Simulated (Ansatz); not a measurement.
CsCl-type CoAl, treated with r²SCAN0 (Ansatz, a program for electronic structure, plane waves, PAW).

Settings: plane-wave cutoff 520 eV, 10×10×10 k mesh, Fermi–Dirac smearing 0.05 eV, no spin polarisation, scalar-relativistic PAW data made under PBE.

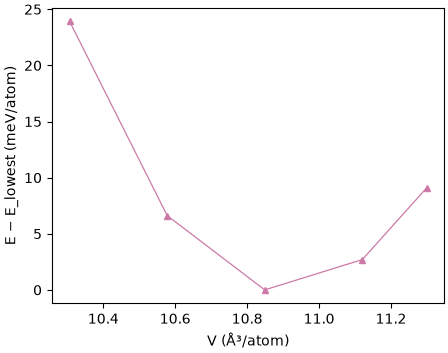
Fig. 1. Total energy against volume

Q: From the curve, estimate the equilibrium volume and the bulk modulus.

A: V0 ≈ 10.9 Å³/atom and B0 ≈ 220 GPa; the fit gives V0 = 10.901 Å³/atom, B0 = 217 GPa, B′ = 4.2.

Measured, for comparison: bulk modulus 162 GPa, equilibrium volume per atom 11.71 Å³/atom (room temperature, not corrected to a static lattice; as tabulated in Yamada et al. (2019), arXiv:1910.09660). Computed (rounded) less measured: bulk modulus +34 %, equilibrium volume per atom -6.9 %.

Note: the run has no spin polarisation, so it can have missed a magnetic state.
